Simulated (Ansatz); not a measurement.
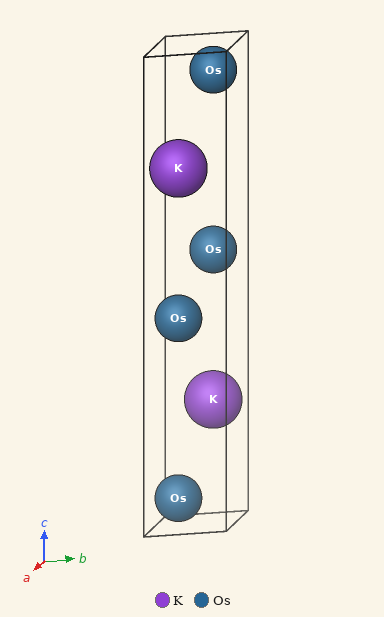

Spheres-only drawing of the structure, looking slightly off an axis. The lines enclose the simulation cell; boundary atoms appear with their images.

```
CELL_PARAMETERS angstrom
2.80230 0.00000 0.00000
-1.40115 2.42687 0.00000
0.00000 0.00000 16.21964
ATOMIC_POSITIONS crystal
K 0.33333 0.66667 0.25000
K 0.66667 0.33333 0.75000
Os 0.33333 0.66667 0.56258
Os 0.66667 0.33333 0.06258
Os 0.33333 0.66667 0.93742
Os 0.66667 0.33333 0.43742
```

Setup: Ansatz 0.2.0, DFT PBE, scalar-relativistic, plane waves, PAW; plane waves up to 420 eV, an 18×18×4 grid in reciprocal space, Gaussian smearing of 0.1 eV, no spin polarisation.

Q: What net charge does each kind of atom have (Bader)?

A: K +0.58 e; Os -0.29 e.

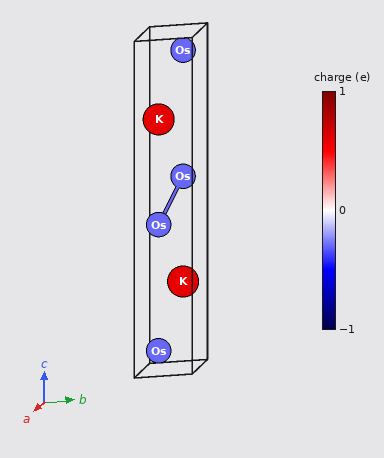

The atoms coloured by those charges.

The initial geometry was a structure type filled with these elements by a generator (whether the compound takes this form wasn't checked). Earlier steps of the study may have refined or changed the cell and positions. An electronic-structure calculation with Ansatz was run on it.
